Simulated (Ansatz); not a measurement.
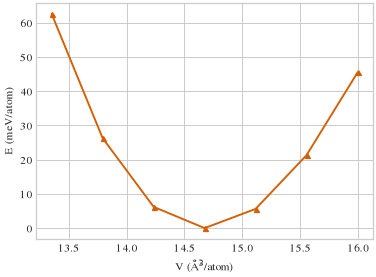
Figure. TiS (NiAs type, P6_3/mmc) under volume change, PBEsol in the plane-wave PAW code Ansatz, shape and atoms relaxed at each volume.

### Question
What does a third-order Birch–Murnaghan fit give for V₀, B₀ and B′?

### Answer
V₀ = 14.67 Å³/atom, B₀ = 143 GPa, B′ = 4.3.

The workflow started from an entry of the Crystallography Open Database (COD), which files this formula under 2 space groups. Its standing as an ambient phase is unchecked. Symmetry was held in the PBEsol relaxation; its stability against distortions is not shown here. The run is not spin-polarised.

Potentials: the later of the program's two PAW sets.
